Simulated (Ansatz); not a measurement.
Cl3HSTi···HCl

Input

```
crystal:
  periodic: [false, false, false]
  atoms:
    - { symbol: Ti, position_ang: [0.0, 0.0, 0.0] }
    - { symbol: Cl, position_ang: [0.0, 0.0, 2.72] }
    - { symbol: Cl, position_ang: [2.2349, 0.0, -0.7892] }
    - { symbol: Cl, position_ang: [-1.1163, 1.9339, -0.7892] }
    - { symbol: Cl, position_ang: [-1.1163, -1.9339, -0.7892] }
    - { symbol: S, position_ang: [-2.5623, 0.0, 0.8514] }
    - { symbol: H, position_ang: [-3.3179, -0.8728, 0.0594] }
    - { symbol: H, position_ang: [-1.5267, 0.0, 2.1635] }
basis:
  gaussian: { orbitals: def2-SVP }
hamiltonian:
  xc: pbe
  dispersion: d4
relax:
  f_tol: 0.15
  max_steps: 25
  restrain:
    - { distance: [0, 5], at: 2.4, k: 30.0 }
    - { distance: [7, 1], at: 1.37, k: 30.0 }
    - { distance: [0, 1], at: 3.57, k: 30.0 }
    - { distance: [7, 5], at: 2.6, k: 30.0 }
output:
  orbitals: {}
```

Launched as:

```sh
ansatz run input.yaml --threads 4 --pin off --max-ram 5120MiB --backend cpu --events-out ev --progress --plain --runs-dir out
```

The fields are those of the run's last geometry, not of the input's.

Not at a stationary point (largest force 1.0 eV/Å).

Method: Ansatz, RKS PBE-D4/def2-SVP.

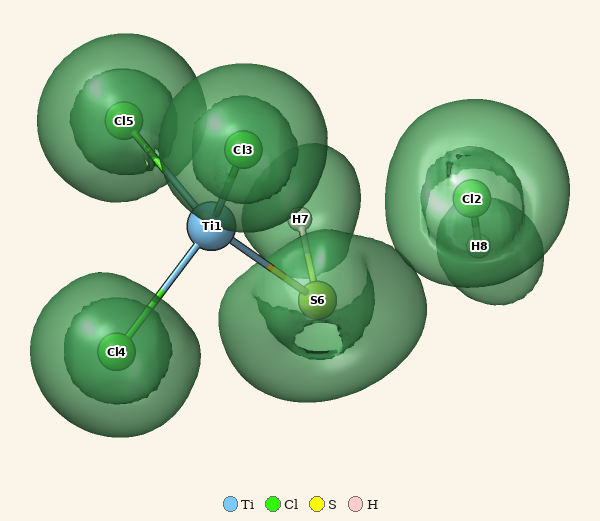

Figure 1. Isosurface of the electron localisation function at 0.8 (green), seen from one side. Core shells and regions of very low density are left out.

Describe the localisation domains.

At this value the surface marks out two regions around hydrogen nuclei, one ring or bowl of non-bonding electrons around Cl, three regions wrapped around Cl (the valence shell of each) and one region wrapped around S (its valence shell). Along the contacts the grid gives the following. Ti1···Cl2 (3.58 Å): the ELF is about 0.05 at the midpoint. Ti–Cl (2.17 Å): the ELF peaks at about 0.85 in the valence shell of Cl, 0.8 Å from its nucleus, and is about 0.40 at the midpoint.

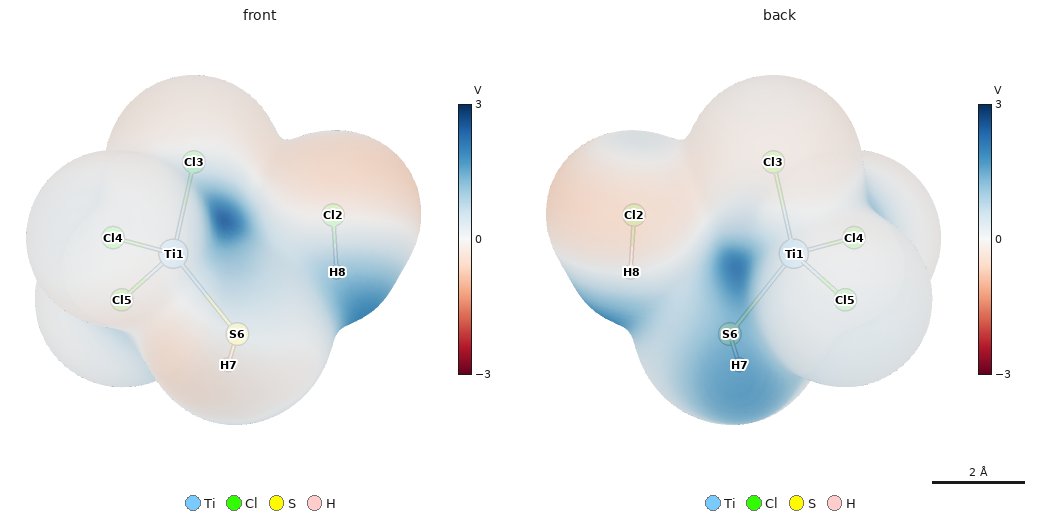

Figure 2. The electrostatic potential painted on the density surface at 0.002 e/bohr³, seen from the front and from behind; red is negative and blue positive.

Where is the surface potential most negative and most positive?

The most negative region (about −0.5 V) lies over Cl2, the most positive (about +2.1 V) over Ti1. Cl2 shows a σ-hole: about +0.2 V at the tip opposite its bond, against about −0.3 V on its flanks.

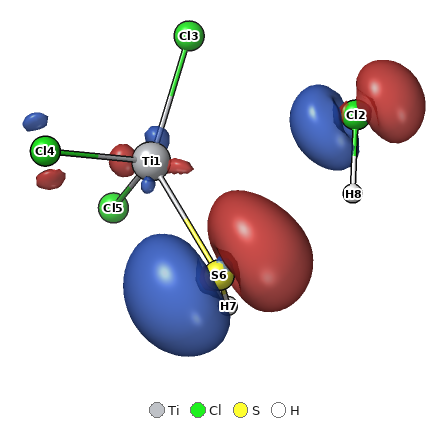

Figure 3. The HOMO at ±0.15 Å⁻³ᐟ² (blue and red are the two phases), seen at a tilt.

What is the character of this orbital?

It lies mainly on S6 (about 65 %), Cl2 (about 20 %) and Ti1 (about 5 %). Its energy is −6.66 eV.

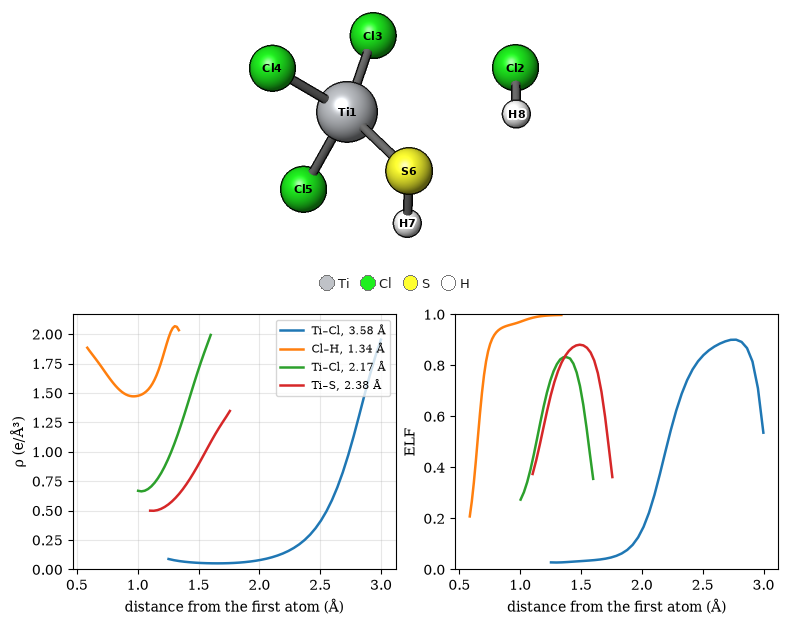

Figure 4. Electron density and electron localisation function along straight lines between neighbouring atoms. The curves leave out the atomic cores. The structure is drawn too.

Compare the contacts.

Ti1···Cl2 (3.58 Å): the density falls to about 0.05 e/Å³ on the way; the ELF is about 0.05 at the midpoint.
Cl–H (1.34 Å): the density is about 1.8 e/Å³ at the midpoint; the ELF climbs to about 1 towards the hydrogen, as it does in any bond to H.
Ti–Cl (2.17 Å): the density is about 0.68 e/Å³ at the midpoint; the ELF peaks at about 0.85 in the valence shell of Cl, 0.8 Å from its nucleus, and is about 0.40 at the midpoint.
Ti–S (2.38 Å): ρ at the midpoint is about 0.52 e/Å³; the ELF peaks at about 0.90 in the valence shell of S, 0.9 Å from its nucleus, and is about 0.55 at the midpoint.
